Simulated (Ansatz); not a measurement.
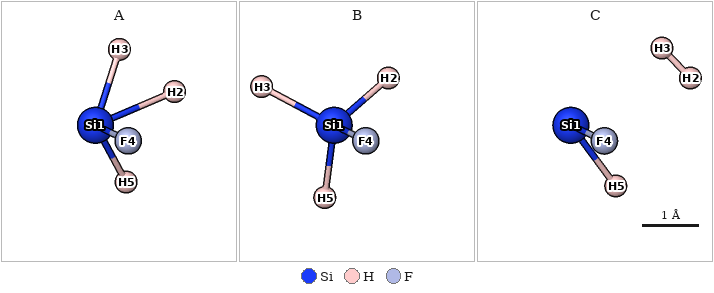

3 geometries from a converged minimum-energy path of SiH3F, shuffled. The picture is a ball-and-stick view, seen from a free direction.

All numbers below come from RKS PBE-D4/def2-mTZVP (Ansatz 0.2.0). Set-up: 5 movable images; climbing image; force threshold 0.05 eV/Å; iteration limit 60; starting path through a guess of the saddle point.

Q: One of them is the converged climbing image. Which?

A: A. In order along the path, whose images run from 0 to 6: B (image 0, 0.00 eV), A (image 4, +2.71 eV), C (image 6, +2.07 eV). Breaking: Si1–H2 (1.49 → 1.73 at the top → 2.47 Å), Si1–H3 (1.49 → 1.53 at the top → 2.26 Å). Forming: H2–H3 (2.45 → 1.28 at the top → 0.77 Å).
